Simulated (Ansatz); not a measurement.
Input

```
crystal:
  periodic: [false, false, false]
  atoms:
    - {symbol: Si, position_ang: [-0.005296, 0.005079, -0.585715]}
    - {symbol: C, position_ang: [0.008266, -0.010198, 1.262526]}
    - {symbol: N, position_ang: [0.021975, -0.020970, 2.414012]}
    - {symbol: H, position_ang: [1.402183, 0.016048, -1.039645]}
    - {symbol: H, position_ang: [-0.719846, 1.226460, -1.015640]}
    - {symbol: H, position_ang: [-0.707283, -1.216419, -1.035528]}
basis:
  gaussian: {orbitals: def2-TZVP, initial_orbitals: start.molden}
hamiltonian: {xc: pbe0, dispersion: d4}
output: {orbitals: {seedname: orbitals}}
```

Launched as:

```sh
ansatz run in.yaml --threads 4 --pin off --events-out ev --progress --plain --max-ram 3916MiB
```

Geometry: PBE0-D4/def2-TZVP.

Level of theory: RKS PBE0-D4/def2-TZVP in Ansatz.

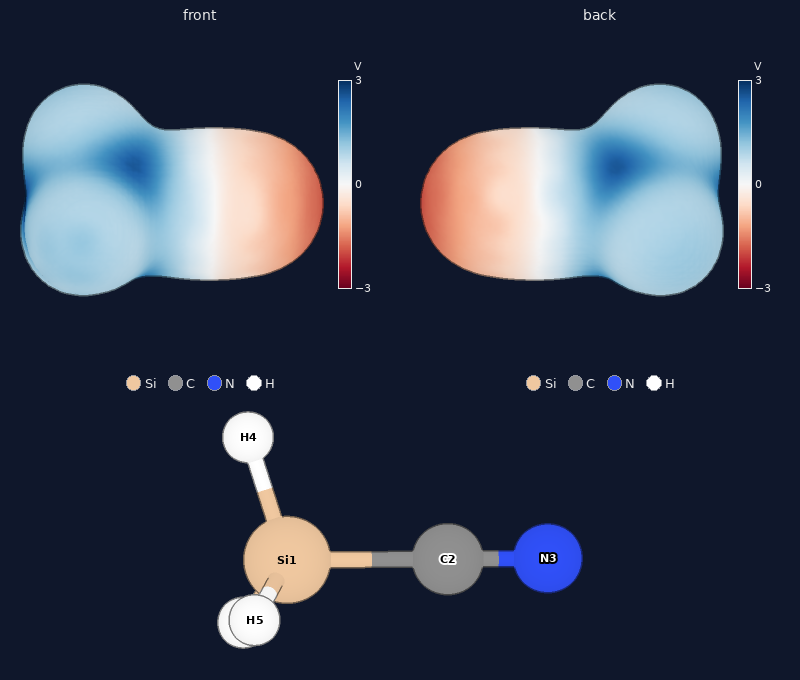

CH₃NSi. The molecular electrostatic potential painted on the density surface at 0.004 e/bohr³, seen from the front and from behind; red is negative and blue positive. The bare structure is drawn below in the same view.

Which sites attract a positive test charge, and which a negative one?

Answer. A positive charge is drawn to the negative regions and a negative charge to the positive ones. The most negative region (about −1.9 V, or −44 kcal/mol for a unit charge) lies over N3, the most positive (about +2.9 V, or +67 kcal/mol for a unit charge) over Si1. N3 is the likeliest acceptor of a hydrogen bond.
